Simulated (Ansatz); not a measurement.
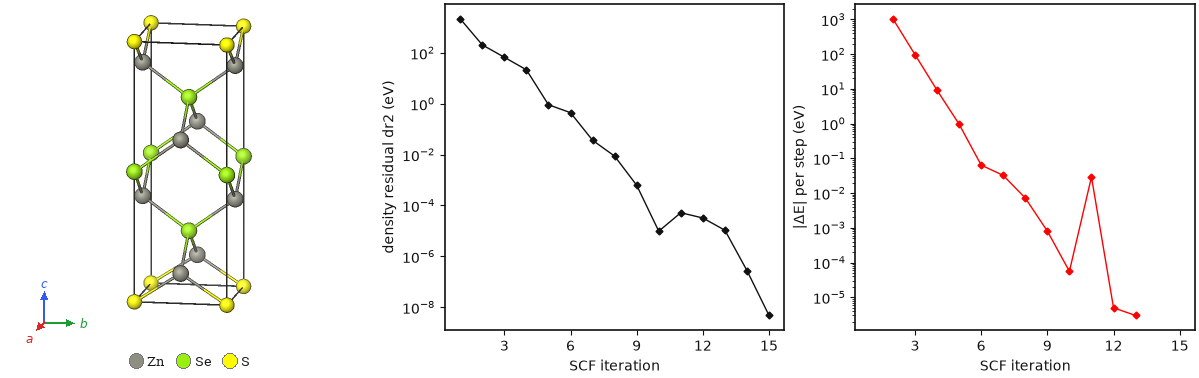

Beside the plot: the structure in its conventional cell.

The plot shows the SCF iterations of a calculation: density residual dr2, step-to-step change of the Harris–Foulkes energy. Energy differences below 3 × 10⁻⁶ eV aren't drawn. The starting density is a sum of atomic densities corrected by a trained network.

Zn$_{4}$Se$_{3}$S (8 atoms in the cell), run with Ansatz.

```
crystal:
  lattice:
    - [4.0030812, 0.0, 0.0]
    - [0.0, 4.0030812, 0.0]
    - [0.0, 0.0, 11.3161736]
  atoms:
    - { symbol: Zn, position: [0.5, 0.0, 0.884843] }
    - { symbol: Zn, position: [0.0, 0.5, 0.115157] }
    - { symbol: Zn, position: [0.5, 0.0, 0.371565] }
    - { symbol: Zn, position: [0.0, 0.5, 0.628435] }
    - { symbol: Se, position: [0.5, 0.5, 0.243421] }
    - { symbol: Se, position: [0.0, 0.0, 0.5] }
    - { symbol: Se, position: [0.5, 0.5, 0.756579] }
    - { symbol: S, position: [0.0, 0.0, 0.0] }
basis:
  ecutwfc: "80 eV"
kpoints:
  mp_grid: { grid: [8, 8, 4] }
hamiltonian:
  xc: pbe
scf:
  occupations: { method: gaussian, width: 0.02 }
  max_iter: 60
output:
  forces: true
  eigenvalues: true
  stress: true
```

Launched with:
```bash
ansatz run input.yaml --threads 4 --pin off --max-ram 8192MiB --backend cpu --events-out ev --progress --plain --runs-dir out
```

**How did this run end?**

It did not converge: it stopped after 15 iterations. The residual goes from 2.2 × 10³ at the first step to 5 × 10⁻⁹ at the last.

**Read the residual at the first and at the last step drawn.**

It starts near 2 × 10³ and ends near 5 × 10⁻⁹ eV.

**What lies behind the failure?**

The input holds a fault, a cutoff far too low: basis.ecutwfc set to 80 eV (from 420).
